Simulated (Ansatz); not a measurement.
# Is the response still linear at 0.3 V/Å? CrGe2N4 under H-SiC-F chair, AC

The dipole of a slab grows in proportion to a weak field along its normal. Does the weak-field slope carry to a strong field?

Set-up. Ansatz 0.2.0, plane waves with PAW datasets (its set soft_2), PBE+U-D3(BJ); atoms held at their relaxed places, 18 Å of vacuum, dipole correction, cell area 8.01 Å², spin-polarised, 18×18 k-points, smearing 0.05 eV. Without field the slab has no gap over 0.05 eV.

| run | field (V/Å) | dipole (e·Å) |
| --- | --- | --- |
| run 1 | −0.05 | 0.09083 |
| run 2 | 0.00 | 0.11761 |
| run 3 | 0.05 | 0.14434 |
| run 4 | 0.10 | 0.17103 |
| run 5 | 0.30 | ? |

**Question.** What value belongs in the row marked “?”, and how far can the other rows tell?

A least-squares line through the 4 rows shown has slope 0.534660 and intercept 0.117586; no row lies more than 0.00002 e·Å off it. A perfect conductor with that slope would be 180.95 × 0.53466 / 8.01 = 12.08 Å thick. At 0.30 it gives 0.534660 × 0.30 + 0.117586 = 0.27798 e·Å, beyond the rows fitted. Rounding and scatter of the rows alone allow about ±0.00009 e·Å there.

The run itself gives 0.27754 e·Å: a miss of −0.00044 e·Å. That is under 1 % of the induced dipole, so the response is still linear.

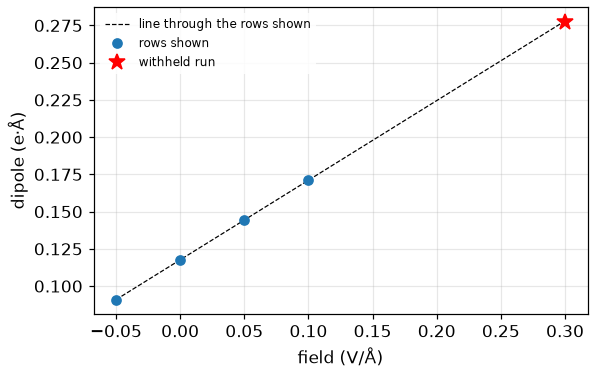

The fit and the withheld run.

**Limits.** Ions are held, so this is the electronic response. Of the series that stay linear within 1 %, this collection keeps about one in seven, and it keeps all that bend. With a small gap or none the response hangs on mesh and smearing, which were not varied here.
